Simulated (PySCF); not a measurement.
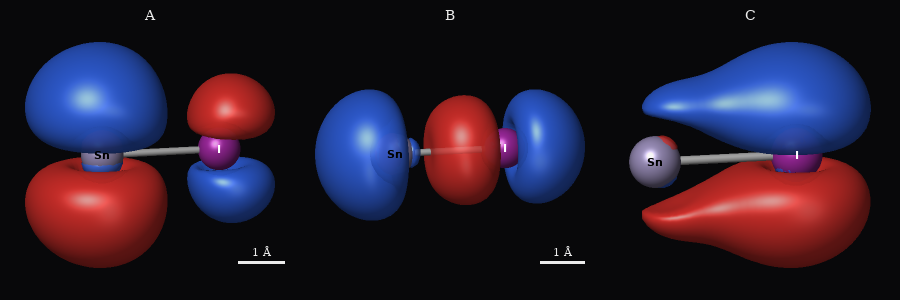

The picture shows: SnI (charge +1). Three frontier orbitals, each drawn at the value that holds 80 % of its norm (blue and red are the two phases), in no order; of a degenerate pair one member is drawn.

Core potentials replace the inner electrons of Sn and I.

Level of theory: PySCF 2.14.0, PBE0/cc-pVDZ(-PP), non-relativistic Hamiltonian with scalar-relativistic core potentials where named, at a bond length of 2.622 Å.

Name the orbitals and rank them from lowest to highest energy.

Answer. Orbital B: σ, occupied, −13.83 eV; shared between the atoms (Sn 45 %, I 55 %).
Orbital C: π, occupied, −13.40 eV; mainly on I (85 %).
Orbital A: π, empty, −8.75 eV; mainly on Sn (85 %).
